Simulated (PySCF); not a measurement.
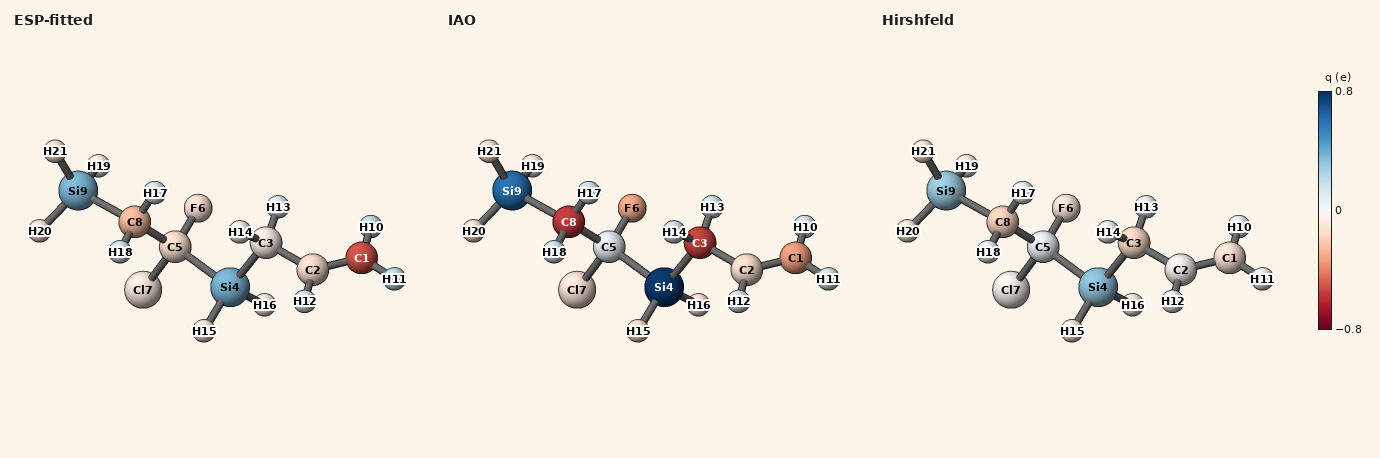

Atomic charges of one calculation by 3 schemes, on one colour scale. The geometry was computed by an optimisation with GFN2-xTB. No frequency run is at hand to confirm it as a minimum. Method: PBE0/pcSseg-1 (PySCF 2.14.0).

Which scheme gives the most polar picture (largest mean size of the charges)?

Answer. The IAO charges are the largest in size here, and the Hirshfeld charges the smallest.

On which atom do the schemes disagree most?

Answer. On C3 (from −0.54 to −0.06 e).

List the charges (e), one line for each set of equivalent atoms.

```tsv
atom	ESP-fitted	IAO	Hirshfeld
C1	−0.50	−0.33	−0.11
C2	−0.14	−0.13	−0.04
C3	−0.06	−0.54	−0.15
Si4	0.36	0.77	0.32
C5	−0.13	0.07	0.05
F6	−0.12	−0.30	−0.10
Cl7	−0.08	−0.10	−0.04
C8	−0.25	−0.55	−0.18
Si9	0.36	0.59	0.29
H10	0.20	0.14	0.05
H11	0.20	0.15	0.05
H12	0.15	0.14	0.05
H13	0.10	0.16	0.05
H14	0.04	0.16	0.05
H15	−0.08	−0.12	−0.07
H16	−0.05	−0.10	−0.07
H17	0.13	0.16	0.05
H18	0.13	0.16	0.05
H19	−0.06	−0.10	−0.07
H20	−0.08	−0.11	−0.08
H21	−0.11	−0.12	−0.08
```

The geometry is semi-empirical. Around Si such bond lengths and angles can be off by a tenth of an ångström or more and by several degrees, and values that hang on the shape move with them.
